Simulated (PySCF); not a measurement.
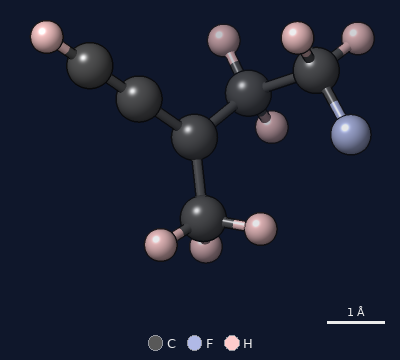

Starting structure of C6H8F (charge +1). A ball-and-stick model, seen at a tilt.

The start comes from GFN2-xTB.

Level of theory: PBE0-D3(BJ)/def2-SVP geometry optimisation, gas phase (PySCF).

```xyz
15

C    -2.3122    1.5351   -0.5254
C    -1.4589    0.6873   -0.3784
C    -0.4925   -0.2900   -0.2274
C    -0.7610   -1.4650    0.5648
C     0.8458   -0.0561   -0.7820
C     1.6794    0.6984    0.2989
F     1.7803   -0.0843    1.4039
H    -3.0605    2.2702   -0.6488
H    -0.4890   -2.3792    0.0267
H    -1.7793   -1.5227    0.9398
H    -0.0499   -1.4650    1.4092
H     1.3623   -0.9943   -0.9927
H     0.8230    0.5820   -1.6657
H     2.6892    0.8671   -0.0850
H     1.2101    1.6404    0.5964
```

> Where does the relaxation end?

H8 moves most after the best rigid fit: 0.10 Å. By element the largest moves are H 0.10 Å, F 0.07 Å, C 0.07 Å. Among the contacts that change: C1–H8 1.056 → 1.082 Å, C3–C4 1.442 → 1.458 Å, C1–C2 1.212 → 1.222 Å, C4–H11 1.104 → 1.114 Å. Bond angles that change, for instance: C3–C4–H11 107.5° → 104.9°, C5–C6–H14 109.0° → 107.0°. After 3 geometry steps the energy has fallen by 5.27 kJ/mol. The largest force component goes from 0.77 to 0.023 eV/Å.

History of the run:

```
step  E − E(0), kJ/mol  largest force component, eV/Å
   0              0.00                         0.7658
   1             -5.16                         0.1225
   2             -5.25                         0.0408
   3             -5.27                         0.0228
```

The structure at the end:

```xyz
15

C    -2.3696    1.5230   -0.5578
C    -1.4916    0.6873   -0.4005
C    -0.5044   -0.2710   -0.2271
C    -0.7649   -1.4577    0.5791
C     0.8458   -0.0274   -0.7621
C     1.7187    0.6598    0.3267
F     1.8105   -0.1440    1.4173
H    -3.1481    2.2613   -0.6966
H    -0.4533   -2.3642    0.0289
H    -1.7896   -1.5426    0.9552
H    -0.0315   -1.4023    1.4162
H     1.3316   -0.9798   -1.0218
H     0.8223    0.6418   -1.6341
H     2.7186    0.8086   -0.1102
H     1.2924    1.6313    0.6211
```

After the run, drawn alike:

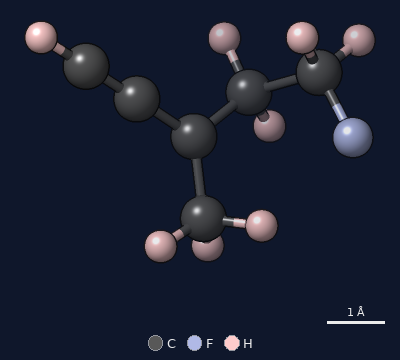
